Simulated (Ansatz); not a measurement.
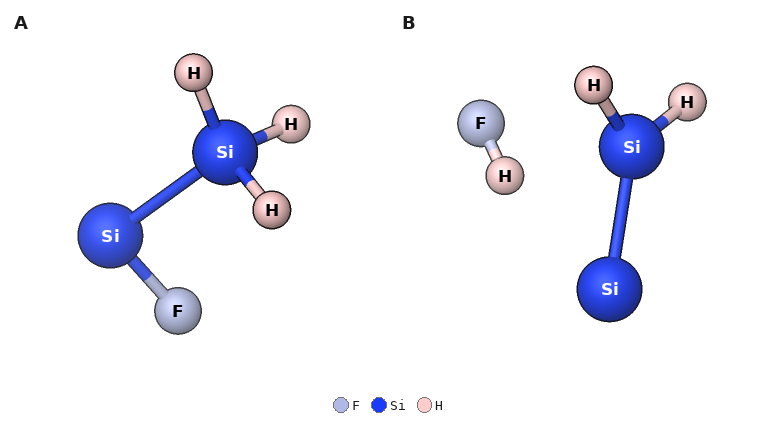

2 stationary structures of one formula. Geometries: PBE-D4/def2-SVP. Electronic energies: PBE-D4/def2-SVP (Ansatz 0.2.0), without zero-point energy. No frequency run is at hand to confirm each as a minimum.

### Which structure is the most stable?

A is lowest (Cs); B lies 2.625 eV above it (Cs).
